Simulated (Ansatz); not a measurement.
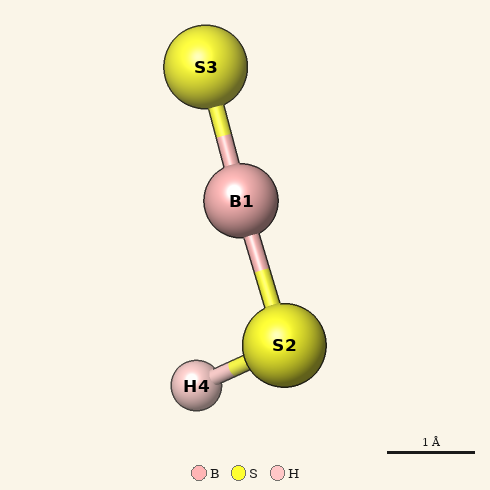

Orthographic view. Distant atoms are faded towards the background colour. The geometry was computed by an optimisation with PBE0-D4/def2-TZVP. No frequency run is at hand to confirm it as a minimum.

List all interatomic distances (Å) as a matrix.

```
atom    B1    S2    S3    H4
  B1  0.00                  
  S2  1.76  0.00            
  S3  1.61  3.37  0.00      
  H4  2.28  1.35  3.73  0.00
```
